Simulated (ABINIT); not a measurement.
# AlSbSe3 (Pm-3m): zone-centre phonons, part 3 of 3

Aim: the zone-centre modes of AlSbSe3 (Pm-3m).

ABINIT 10.8.3; DFT LDA, scalar-relativistic, plane waves, HGH norm-conserving pseudopotentials.

So far. Step 5 (Self-consistent run for the response): The cell stands at -1.1 GPa: the relaxation ran with a smoothed and higher cutoff, and the difference is a stress of the finite basis. Step 6 (Linear response at Γ): The acoustic modes at Γ come out as far as 3.9 cm⁻¹ from zero, where they should vanish, a small numerical error. The lowest optical mode is imaginary, 112i cm⁻¹, an instability at this level and on this k mesh. The relaxed cell has a = 4.797 Å (conventional setting).

The structure was built from a prototype and need not be the compound's stable phase.

**7. Zone-centre analysis**

anaddb reads the merged derivatives and imposes the acoustic sum rule.

Input file anaddb.abi:

```
ddb_filepath "gamma_DDB"
output_file "anaddb.abo"
outdata_prefix "anaddb"
asr 1
chneut 1
enunit 2
eivec 1
nph1l 1
qph1l 0.0 0.0 0.0 1.0
```

Input file mrgddb.in:

```
gamma_DDB
merged
2
dfpt_gammao_DDB
gso_DDB
```

Command:

```bash
> mrgddb < mrgddb.in > mrgddb.log
> OMP_NUM_THREADS=1 anaddb anaddb.abi > anaddb.log
```

anaddb.abo, the main output file:

```text
-outvars_anaddb: echo values of input variables ----------------------

 Miscellaneous information :
      enunit         2
       eivec         1
         asr         1
 First list of wavevector (reduced coord.) :
       nph1l         1
       qph1l
                     0.00000000E+00  0.00000000E+00  0.00000000E+00    1.000E+00

================================================================================

 read the DDB information and perform some checks

  ==== Info on the Cryst% object ====
 Real(R)+Recip(G) space primitive vectors, cartesian coordinates (Bohr,Bohr^-1):
 R(1)=  9.0643545  0.0000000  0.0000000  G(1)=  0.1103223  0.0000000  0.0000000
 R(2)=  0.0000000  9.0643545  0.0000000  G(2)=  0.0000000  0.1103223  0.0000000
 R(3)=  0.0000000  0.0000000  9.0643545  G(3)=  0.0000000  0.0000000  0.1103223
 Unit cell volume ucvol=  7.4475023E+02 bohr^3
 Angles (23,13,12)=  9.00000000E+01  9.00000000E+01  9.00000000E+01 degrees
 Time-reversal symmetry is present
 Reduced atomic positions [iatom, xred, symbol]:
    1)    0.0000000  0.0000000  0.0000000  Sb
    2)    0.5000000  0.5000000  0.5000000  Al
    3)    0.5000000  0.5000000  0.0000000  Se
    4)    0.5000000  0.0000000  0.5000000  Se
    5)    0.0000000  0.5000000  0.5000000  Se

 DDB file with 3 blocks has been read.

================================================================================

 Treat the first list of vectors

  Phonon wavevector (reduced coordinates) :  0.00000  0.00000  0.00000
 Phonon energies in Hartree :
  -5.120166E-04 -5.120166E-04 -5.120166E-04 -3.187657E-04 -3.187657E-04
  -3.187657E-04 -1.683699E-08 -1.670068E-08 -1.628493E-08  2.242515E-04
   2.242515E-04  2.242515E-04  1.593441E-03  1.593441E-03  1.593441E-03
 Phonon energies in meV     :
- -1.393268E+01 -1.393268E+01 -1.393268E+01 -8.674055E+00 -8.674055E+00
- -8.674055E+00 -4.581577E-04 -4.544485E-04 -4.431355E-04  6.102194E+00
-  6.102194E+00  6.102194E+00  4.335974E+01  4.335974E+01  4.335974E+01
 Phonon frequencies in cm-1    :
- -1.123747E+02 -1.123747E+02 -1.123747E+02 -6.996097E+01 -6.996097E+01
- -6.996097E+01 -3.695291E-03 -3.665375E-03 -3.574128E-03  4.921751E+01
-  4.921751E+01  4.921751E+01  3.497199E+02  3.497199E+02  3.497199E+02
 Phonon frequencies in Thz     :
- -3.368908E+00 -3.368908E+00 -3.368908E+00 -2.097377E+00 -2.097377E+00
- -2.097377E+00 -1.107820E-04 -1.098852E-04 -1.071497E-04  1.475504E+00
-  1.475504E+00  1.475504E+00  1.048434E+01  1.048434E+01  1.048434E+01
 Phonon energies in Kelvin  :
- -1.616821E+02 -1.616821E+02 -1.616821E+02 -1.006582E+02 -1.006582E+02
- -1.006582E+02 -5.316699E-03 -5.273656E-03 -5.142373E-03  7.081302E+01
-  7.081302E+01  7.081302E+01  5.031689E+02  5.031689E+02  5.031689E+02

 Eigendisplacements
 (will be given, for each mode : in cartesian coordinates
   for each atom the real part of the displacement vector,
   then the imaginary part of the displacement vector - absolute values smaller than 1.0d-7 are set to zero)
  Mode number    1   Energy   -5.120166E-04
 Attention : low frequency mode.
   (Could be unstable or acoustic mode)
-  1  0.00000000E+00  0.00000000E+00  1.55297436E-03
-     0.00000000E+00  0.00000000E+00  0.00000000E+00
-  2  0.00000000E+00  0.00000000E+00  4.26459278E-04
-     0.00000000E+00  0.00000000E+00  0.00000000E+00
-  3  0.00000000E+00  0.00000000E+00 -2.39664170E-05
-     0.00000000E+00  0.00000000E+00  0.00000000E+00
-  4  0.00000000E+00  0.00000000E+00 -1.25818547E-03
-     0.00000000E+00  0.00000000E+00  0.00000000E+00
-  5  0.00000000E+00  0.00000000E+00 -1.25818547E-03
-     0.00000000E+00  0.00000000E+00  0.00000000E+00
  Mode number    2   Energy   -5.120166E-04
 Attention : low frequency mode.
   (Could be unstable or acoustic mode)
-  1  0.00000000E+00 -1.55297436E-03  0.00000000E+00
-     0.00000000E+00  0.00000000E+00  0.00000000E+00
-  2  0.00000000E+00 -4.26459278E-04  0.00000000E+00
-     0.00000000E+00  0.00000000E+00  0.00000000E+00
-  3  0.00000000E+00  1.25818547E-03  0.00000000E+00
-     0.00000000E+00  0.00000000E+00  0.00000000E+00
-  4  0.00000000E+00  2.39664170E-05  0.00000000E+00
-     0.00000000E+00  0.00000000E+00  0.00000000E+00
-  5  0.00000000E+00  1.25818547E-03  0.00000000E+00
-     0.00000000E+00  0.00000000E+00  0.00000000E+00
  Mode number    3   Energy   -5.120166E-04
 Attention : low frequency mode.
   (Could be unstable or acoustic mode)
-  1  1.55297436E-03  0.00000000E+00  0.00000000E+00
-     0.00000000E+00  0.00000000E+00  0.00000000E+00
-  2  4.26459278E-04  0.00000000E+00  0.00000000E+00
-     0.00000000E+00  0.00000000E+00  0.00000000E+00
-  3 -1.25818547E-03  0.00000000E+00  0.00000000E+00
-     0.00000000E+00  0.00000000E+00  0.00000000E+00
-  4 -1.25818547E-03  0.00000000E+00  0.00000000E+00
-     0.00000000E+00  0.00000000E+00  0.00000000E+00
-  5 -2.39664170E-05  0.00000000E+00  0.00000000E+00
-     0.00000000E+00  0.00000000E+00  0.00000000E+00
  Mode number    4   Energy   -3.187657E-04
 Attention : low frequency mode.
   (Could be unstable or acoustic mode)
-  1  0.00000000E+00  0.00000000E+00  0.00000000E+00
-     0.00000000E+00  0.00000000E+00  0.00000000E+00
-  2  0.00000000E+00  0.00000000E+00  0.00000000E+00
-     0.00000000E+00  0.00000000E+00  0.00000000E+00
-  3  0.00000000E+00  0.00000000E+00  0.00000000E+00
-     0.00000000E+00  0.00000000E+00  0.00000000E+00
-  4  0.00000000E+00  0.00000000E+00 -1.86380890E-03
-     0.00000000E+00  0.00000000E+00  0.00000000E+00
-  5  0.00000000E+00  0.00000000E+00  1.86380890E-03
-     0.00000000E+00  0.00000000E+00  0.00000000E+00
  Mode number    5   Energy   -3.187657E-04
 Attention : low frequency mode.
   (Could be unstable or acoustic mode)
-  1  0.00000000E+00  0.00000000E+00  0.00000000E+00
-     0.00000000E+00  0.00000000E+00  0.00000000E+00
-  2  0.00000000E+00  0.00000000E+00  0.00000000E+00
-     0.00000000E+00  0.00000000E+00  0.00000000E+00
-  3  0.00000000E+00 -1.86380890E-03  0.00000000E+00
-     0.00000000E+00  0.00000000E+00  0.00000000E+00
-  4  0.00000000E+00  0.00000000E+00  0.00000000E+00
-     0.00000000E+00  0.00000000E+00  0.00000000E+00
-  5  0.00000000E+00  1.86380890E-03  0.00000000E+00
-     0.00000000E+00  0.00000000E+00  0.00000000E+00
  Mode number    6   Energy   -3.187657E-04
 Attention : low frequency mode.
   (Could be unstable or acoustic mode)
-  1  0.00000000E+00  0.00000000E+00  0.00000000E+00
-     0.00000000E+00  0.00000000E+00  0.00000000E+00
-  2  0.00000000E+00  0.00000000E+00  0.00000000E+00
-     0.00000000E+00  0.00000000E+00  0.00000000E+00
-  3  1.86380890E-03  0.00000000E+00  0.00000000E+00
-     0.00000000E+00  0.00000000E+00  0.00000000E+00
-  4 -1.86380890E-03  0.00000000E+00  0.00000000E+00
-     0.00000000E+00  0.00000000E+00  0.00000000E+00
-  5  0.00000000E+00  0.00000000E+00  0.00000000E+00
-     0.00000000E+00  0.00000000E+00  0.00000000E+00
  Mode number    7   Energy   -1.683699E-08
 Attention : low frequency mode.
   (Could be unstable or acoustic mode)
-  1  0.00000000E+00  0.00000000E+00 -1.19266811E-03
-     0.00000000E+00  0.00000000E+00  0.00000000E+00
-  2  0.00000000E+00  0.00000000E+00 -1.19292871E-03
-     0.00000000E+00  0.00000000E+00  0.00000000E+00
-  3  0.00000000E+00  0.00000000E+00 -1.19286030E-03
-     0.00000000E+00  0.00000000E+00  0.00000000E+00
-  4  0.00000000E+00  0.00000000E+00 -1.19268603E-03
-     0.00000000E+00  0.00000000E+00  0.00000000E+00
-  5  0.00000000E+00  0.00000000E+00 -1.19268603E-03
-     0.00000000E+00  0.00000000E+00  0.00000000E+00
  Mode number    8   Energy   -1.670068E-08
 Attention : low frequency mode.
   (Could be unstable or acoustic mode)
-  1  0.00000000E+00 -1.19266811E-03  0.00000000E+00
-     0.00000000E+00  0.00000000E+00  0.00000000E+00
-  2  0.00000000E+00 -1.19292871E-03  0.00000000E+00
-     0.00000000E+00  0.00000000E+00  0.00000000E+00
-  3  0.00000000E+00 -1.19268603E-03  0.00000000E+00
-     0.00000000E+00  0.00000000E+00  0.00000000E+00
-  4  0.00000000E+00 -1.19286030E-03  0.00000000E+00
-     0.00000000E+00  0.00000000E+00  0.00000000E+00
-  5  0.00000000E+00 -1.19268603E-03  0.00000000E+00
-     0.00000000E+00  0.00000000E+00  0.00000000E+00
  Mode number    9   Energy   -1.628493E-08
 Attention : low frequency mode.
   (Could be unstable or acoustic mode)
-  1  1.19266811E-03  0.00000000E+00  0.00000000E+00
-     0.00000000E+00  0.00000000E+00  0.00000000E+00
-  2  1.19292871E-03  0.00000000E+00  0.00000000E+00
-     0.00000000E+00  0.00000000E+00  0.00000000E+00
-  3  1.19268603E-03  0.00000000E+00  0.00000000E+00
-     0.00000000E+00  0.00000000E+00  0.00000000E+00
-  4  1.19268603E-03  0.00000000E+00  0.00000000E+00
-     0.00000000E+00  0.00000000E+00  0.00000000E+00
-  5  1.19286030E-03  0.00000000E+00  0.00000000E+00
-     0.00000000E+00  0.00000000E+00  0.00000000E+00
  Mode number   10   Energy    2.242515E-04
-  1  0.00000000E+00  0.00000000E+00 -8.19443959E-04
-     0.00000000E+00  0.00000000E+00  0.00000000E+00
-  2  0.00000000E+00  0.00000000E+00  2.53610838E-03
-     0.00000000E+00  0.00000000E+00  0.00000000E+00
-  3  0.00000000E+00  0.00000000E+00  1.69462305E-03
-     0.00000000E+00  0.00000000E+00  0.00000000E+00
-  4  0.00000000E+00  0.00000000E+00 -6.49067609E-04
-     0.00000000E+00  0.00000000E+00  0.00000000E+00
-  5  0.00000000E+00  0.00000000E+00 -6.49067609E-04
-     0.00000000E+00  0.00000000E+00  0.00000000E+00
  Mode number   11   Energy    2.242515E-04
-  1  0.00000000E+00  8.19443959E-04  0.00000000E+00
-     0.00000000E+00  0.00000000E+00  0.00000000E+00
-  2  0.00000000E+00 -2.53610838E-03  0.00000000E+00
-     0.00000000E+00  0.00000000E+00  0.00000000E+00
-  3  0.00000000E+00  6.49067609E-04  0.00000000E+00
-     0.00000000E+00  0.00000000E+00  0.00000000E+00
-  4  0.00000000E+00 -1.69462305E-03  0.00000000E+00
-     0.00000000E+00  0.00000000E+00  0.00000000E+00
-  5  0.00000000E+00  6.49067609E-04  0.00000000E+00
-     0.00000000E+00  0.00000000E+00  0.00000000E+00
  Mode number   12   Energy    2.242515E-04
-  1  8.19443959E-04  0.00000000E+00  0.00000000E+00
-     0.00000000E+00  0.00000000E+00  0.00000000E+00
-  2 -2.53610838E-03  0.00000000E+00  0.00000000E+00
-     0.00000000E+00  0.00000000E+00  0.00000000E+00
-  3  6.49067609E-04  0.00000000E+00  0.00000000E+00
-     0.00000000E+00  0.00000000E+00  0.00000000E+00
-  4  6.49067609E-04  0.00000000E+00  0.00000000E+00
-     0.00000000E+00  0.00000000E+00  0.00000000E+00
-  5 -1.69462305E-03  0.00000000E+00  0.00000000E+00
-     0.00000000E+00  0.00000000E+00  0.00000000E+00
  Mode number   13   Energy    1.593441E-03
-  1  0.00000000E+00  0.00000000E+00  1.95346968E-06
-     0.00000000E+00  0.00000000E+00  0.00000000E+00
-  2  0.00000000E+00  0.00000000E+00 -3.50640612E-03
-     0.00000000E+00  0.00000000E+00  0.00000000E+00
-  3  0.00000000E+00  0.00000000E+00  1.62859752E-03
-     0.00000000E+00  0.00000000E+00  0.00000000E+00
-  4  0.00000000E+00  0.00000000E+00 -2.16712280E-04
-     0.00000000E+00  0.00000000E+00  0.00000000E+00
-  5  0.00000000E+00  0.00000000E+00 -2.16712280E-04
-     0.00000000E+00  0.00000000E+00  0.00000000E+00
  Mode number   14   Energy    1.593441E-03
-  1  0.00000000E+00  1.95346968E-06  0.00000000E+00
-     0.00000000E+00  0.00000000E+00  0.00000000E+00
-  2  0.00000000E+00 -3.50640612E-03  0.00000000E+00
-     0.00000000E+00  0.00000000E+00  0.00000000E+00
-  3  0.00000000E+00 -2.16712280E-04  0.00000000E+00
-     0.00000000E+00  0.00000000E+00  0.00000000E+00
-  4  0.00000000E+00  1.62859752E-03  0.00000000E+00
-     0.00000000E+00  0.00000000E+00  0.00000000E+00
-  5  0.00000000E+00 -2.16712280E-04  0.00000000E+00
-     0.00000000E+00  0.00000000E+00  0.00000000E+00
  Mode number   15   Energy    1.593441E-03
-  1  1.95346968E-06  0.00000000E+00  0.00000000E+00
-     0.00000000E+00  0.00000000E+00  0.00000000E+00
-  2 -3.50640612E-03  0.00000000E+00  0.00000000E+00
-     0.00000000E+00  0.00000000E+00  0.00000000E+00
-  3 -2.16712280E-04  0.00000000E+00  0.00000000E+00
-     0.00000000E+00  0.00000000E+00  0.00000000E+00
-  4 -2.16712280E-04  0.00000000E+00  0.00000000E+00
-     0.00000000E+00  0.00000000E+00  0.00000000E+00
-  5  1.62859752E-03  0.00000000E+00  0.00000000E+00
-     0.00000000E+00  0.00000000E+00  0.00000000E+00

 Analysis of degeneracies and characters (maximum tolerance=1.00E-06 a.u.)
 For each vibration mode, or group of modes if degenerate,
 the characters are given for each symmetry operation (see the list in the log file).
 Symmetry characters of vibration mode #   1
       degenerate with vibration modes #   2 to    3
  3.0 -3.0 -1.0  1.0 -1.0  1.0 -1.0  1.0  1.0 -1.0 -1.0  1.0  1.0 -1.0 -1.0  1.0
 -0.0  0.0 -0.0  0.0  0.0 -0.0  0.0 -0.0  1.0 -1.0 -1.0  1.0 -1.0  1.0  1.0 -1.0
 -0.0  0.0  0.0 -0.0  0.0 -0.0 -0.0  0.0  1.0 -1.0  1.0 -1.0 -1.0  1.0 -1.0  1.0
 Symmetry characters of vibration mode #   4
       degenerate with vibration modes #   5 to    6
  3.0 -3.0 -1.0  1.0 -1.0  1.0 -1.0  1.0 -1.0  1.0  1.0 -1.0 -1.0  1.0  1.0 -1.0
 -0.0  0.0 -0.0  0.0  0.0 -0.0  0.0 -0.0 -1.0  1.0  1.0 -1.0  1.0 -1.0 -1.0  1.0
 -0.0  0.0  0.0 -0.0  0.0 -0.0 -0.0  0.0 -1.0  1.0 -1.0  1.0  1.0 -1.0  1.0 -1.0
 Symmetry characters of vibration mode #   7
       degenerate with vibration modes #   8 to    9
  3.0 -3.0 -1.0  1.0 -1.0  1.0 -1.0  1.0  1.0 -1.0 -1.0  1.0  1.0 -1.0 -1.0  1.0
  0.0 -0.0 -0.0  0.0  0.0 -0.0 -0.0  0.0  1.0 -1.0 -1.0  1.0 -1.0  1.0  1.0 -1.0
  0.0 -0.0  0.0 -0.0 -0.0  0.0 -0.0  0.0  1.0 -1.0  1.0 -1.0 -1.0  1.0 -1.0  1.0
 Symmetry characters of vibration mode #  10
       degenerate with vibration modes #  11 to   12
  3.0 -3.0 -1.0  1.0 -1.0  1.0 -1.0  1.0  1.0 -1.0 -1.0  1.0  1.0 -1.0 -1.0  1.0
  0.0 -0.0 -0.0  0.0  0.0 -0.0 -0.0  0.0  1.0 -1.0 -1.0  1.0 -1.0  1.0  1.0 -1.0
  0.0 -0.0  0.0 -0.0 -0.0  0.0 -0.0  0.0  1.0 -1.0  1.0 -1.0 -1.0  1.0 -1.0  1.0
 Symmetry characters of vibration mode #  13
       degenerate with vibration modes #  14 to   15
  3.0 -3.0 -1.0  1.0 -1.0  1.0 -1.0  1.0  1.0 -1.0 -1.0  1.0  1.0 -1.0 -1.0  1.0
  0.0 -0.0 -0.0  0.0  0.0 -0.0  0.0 -0.0  1.0 -1.0 -1.0  1.0 -1.0  1.0  1.0 -1.0
  0.0 -0.0  0.0 -0.0  0.0 -0.0 -0.0  0.0  1.0 -1.0  1.0 -1.0 -1.0  1.0 -1.0  1.0
-
```

Run time: 0.52 s. Hardware: 1 thread of Arm Neoverse V1, shared host.

Numbers from this step:

* lowest optical zone-centre mode: -112.4 cm⁻¹

No LO-TO term; unit eigenvectors of the mass-weighted matrix, from anaddb's displacements. Modes at Γ, with each element's share of the kinetic energy (negative means imaginary):

```tsv
mode	frequency (cm⁻¹)	symmetry	Sb %	Al %	Se %
1	-112.4	T1u	54	1	46
2	-112.4	T1u	54	1	46
3	-112.4	T1u	54	1	46
4	-70.0	T2u	0	0	100
5	-70.0	T2u	0	0	100
6	-70.0	T2u	0	0	100
7	0.0	acoustic	32	7	61
8	0.0	acoustic	32	7	61
9	0.0	acoustic	32	7	61
10	49.2	T1u	15	32	53
11	49.2	T1u	15	32	53
12	49.2	T1u	15	32	53
13	349.7	T1u	0	60	40
14	349.7	T1u	0	60	40
15	349.7	T1u	0	60	40
```

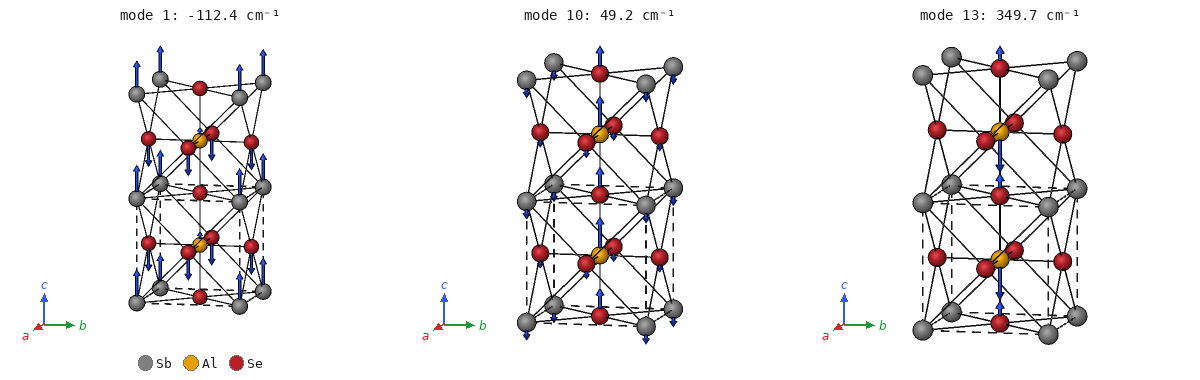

Displacement patterns of modes 1, 10 and 13 at Γ; arrows are exaggerated. 1×1×2 cells are drawn. Some periodic images of atoms are drawn too.

The rule moves no optical mode by more than 0.2 cm⁻¹.

**8. Outcome**

- space group after relaxation: Pm-3m
- volume per atom: 22.1 Å³
- highest optical zone-centre mode (no LO-TO term): 349.7 cm⁻¹
- lowest optical zone-centre mode: -112.4 cm⁻¹
- imaginary optical modes at the zone centre (no q mesh in this session): yes

In words: At the LDA level the optical modes of AlSbSe3 (Pm-3m) at the zone centre run from 112i to 350 cm⁻¹, so the structure is a saddle point, with 6 modes beyond 10i cm⁻¹ there. The base run prints -1.1 GPa, mostly the error of a finite basis; the relaxation, with a smoothed and higher cutoff, had brought the cell to rest. These are harmonic frequencies: anharmonic shifts and widths and the lattice's thermal expansion are left out. The Fermi-Dirac smearing of 0.01 Ha is an electronic temperature of 3158 K, which adds a pressure of its own and can shift the volume and soft modes. Spin-orbit coupling is left out, which can matter for the heavy elements here. The HGH files keep few electrons and have no core correction, which is cheap but rough for Sb. In a metal the frequencies hang on the k mesh and the smearing, most of all near Kohn anomalies. The structure is a hypothetical one, built on a prototype.

[Host names and launcher messages were left out of these logs when they were recorded.]

[Logs are printed without paths, hosts, clocks, repeated set-up lines and the standing remarks that a program may print on its own settings, such as how far it seeks lower states.]

[Hosts, paths, dates, database ids (printed as entryN), source tags and the programs' standing remarks are cut or masked in the printed files.]
